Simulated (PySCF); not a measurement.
# One shape, several levels: CHClFGeN (SMILES N#[C][GeH]([F])[Cl])

We compute a comparison of 6 runs (B3LYP/cc-pVDZ, BHLYP/cc-pVDZ, CAM-B3LYP/cc-pVDZ, M06-2X/cc-pVDZ, M06-L/cc-pVDZ, TPSS/cc-pVDZ) of CHClFGeN. The job is set up through a Python script.

The results are computed with PySCF 2.14.0.

1 further run of the same task is left out (set aside as unsound or not needed).

### Step 1. The system as given

The species is CHClFGeN (6 atoms), meant as a singlet with charge 0. SMILES: `N#[C][GeH]([F])[Cl]`. The coordinates come from a PBE0-D4/def2-TZVP relaxation.

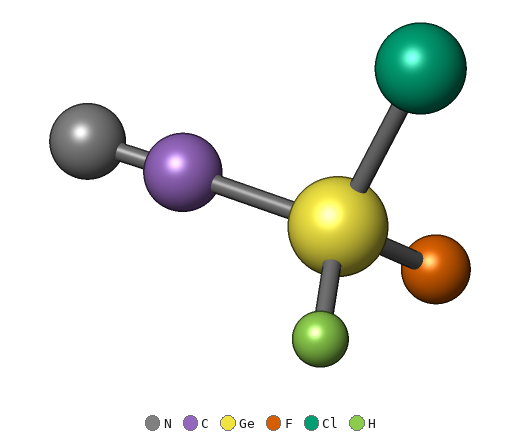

Viewed from a chosen angle; nitrogen grey, carbon purple, germanium yellow, fluorine orange, chlorine teal, hydrogen green.

### Step 2. A single-point energy at B3LYP/cc-pVDZ (run 1)

The input, job.py:

```python
from pyscf import gto, dft

mol = gto.M(
    atom=[
    ('N', (-1.036900, -2.307000, 0.030700)),
    ('C', (-0.544000, -1.267300, 0.040100)),
    ('Ge', (0.237100, 0.477900, 0.107700)),
    ('F', (1.896000, 0.253800, -0.276600)),
    ('Cl', (-0.627600, 1.648100, -1.423900)),
    ('H', (0.117300, 1.130400, 1.475800)),
],
    spin=0,
    basis='cc-pvdz',
    max_memory=1860,
    verbose=3,
)

mf = dft.RKS(mol)
mf.xc = 'b3lyp'
mf.conv_tol = 1e-10
mf.grids.level = 5
mf.kernel()
if not mf.converged:
    mf = mf.newton().run(mf.mo_coeff, mf.mo_occ)

e_final = mf.e_tot
print(f'total energy: {e_final:.8f} hartree')
```

Started as:

```console
$ OMP_NUM_THREADS=1 python job.py
```

The program printed:

```text
converged SCF energy = -2730.59535755722
total energy: -2730.59535756 hartree
```

Wall time 23 s (1 thread of Intel Xeon at 2.70GHz, shared host); peak memory 0.49 GiB.

### Step 3. A single-point energy at BHLYP/cc-pVDZ (run 2)

The input, job.py:

```python
# N#[C][GeH]([F])[Cl]
from pyscf import gto, dft

mol = gto.Mole()
mol.atom = [
    ('N', (-1.036900, -2.307000, 0.030700)),
    ('C', (-0.544000, -1.267300, 0.040100)),
    ('Ge', (0.237100, 0.477900, 0.107700)),
    ('F', (1.896000, 0.253800, -0.276600)),
    ('Cl', (-0.627600, 1.648100, -1.423900)),
    ('H', (0.117300, 1.130400, 1.475800)),
]
mol.spin = 0
mol.max_memory = 1860
mol.verbose = 3
mol.basis = 'cc-pvdz'
mol.build()

mf = dft.RKS(mol, xc='bhandhlyp')
mf.conv_tol = 1e-10
mf.grids.level = 5
mf.kernel()
if not mf.converged:
    mf = mf.newton().run(mf.mo_coeff, mf.mo_occ)

energy = mf.e_tot
print('E(%s) = %.9f' % ('BHLYP', energy))
```

Started as:

```console
$ OMP_NUM_THREADS=1 python job.py
```

The program printed:

```text
converged SCF energy = -2730.43264664229
E(BHLYP) = -2730.432646642
```

Wall time 22 s (1 thread of Intel Xeon at 2.70GHz, shared host); peak memory 0.49 GiB.

Runs 3 to 5 aren't shown in full; the table further down has their settings and results.

### Step 4. The energy at TPSS/cc-pVDZ (run 6)

The input, job.py:

```python
# N#[C][GeH]([F])[Cl]
from pyscf import gto, dft

mol = gto.M(
    atom=[
    ('N', (-1.036900, -2.307000, 0.030700)),
    ('C', (-0.544000, -1.267300, 0.040100)),
    ('Ge', (0.237100, 0.477900, 0.107700)),
    ('F', (1.896000, 0.253800, -0.276600)),
    ('Cl', (-0.627600, 1.648100, -1.423900)),
    ('H', (0.117300, 1.130400, 1.475800)),
],
    basis='cc-pvdz',
    spin=0,
    verbose=3,
    max_memory=1860,
)

mf = dft.RKS(mol, xc='tpss')
mf.conv_tol = 1e-10
mf.grids.level = 5
mf.kernel()
if not mf.converged:
    mf = mf.newton().run(mf.mo_coeff, mf.mo_occ)

etot = mf.e_tot
print('Final energy', etot)
```

Started as:

```console
$ OMP_NUM_THREADS=1 python job.py
```

The program printed:

```text
converged SCF energy = -2730.55789733987
Final energy -2730.557897339868
```

Run time: 38 s. Hardware: 1 thread of Intel Xeon at 2.70GHz, shared host; peak memory 0.49 GiB.

### Step 5. Overview of the runs

```csv
run,level,energy (Eh),dipole moment (D),HOMO energy (eV),LUMO energy (eV),wall time
1,B3LYP/cc-pVDZ,-2730.595358,2.78,-9.58,-1.50,23 s
2,BHLYP/cc-pVDZ,-2730.432647,2.94,-11.25,-0.31,22 s
3,CAM-B3LYP/cc-pVDZ,-2730.604211,2.84,-11.26,-0.16,39 s
4,M06-2X/cc-pVDZ,-2730.475038,2.82,-11.26,-0.34,34 s
5,M06-L/cc-pVDZ,-2730.464548,2.84,-8.82,-1.97,34 s
6,TPSS/cc-pVDZ,-2730.557897,2.67,-8.53,-2.09,38 s
```

### Step 6. Results

| quantity | value |
| --- | --- |
| run 6: total energy | -2730.55790 Eh |
| run 6: dipole moment | 2.67 D |
| run 6: HOMO energy | -8.53 eV |
| run 6: LUMO energy | -2.09 eV |
| run 6: HOMO–LUMO gap | 6.44 eV |

**Reading.** The dipole moment (its size) runs from 2.67 D (TPSS/cc-pVDZ) to 2.94 D (BHLYP/cc-pVDZ). The HOMO–LUMO gap runs from 6.44 eV (TPSS/cc-pVDZ) to 11.10 eV (CAM-B3LYP/cc-pVDZ). Totals of different functionals can't be ranked against each other. All runs together took 3.2 min, the longest 39 s.
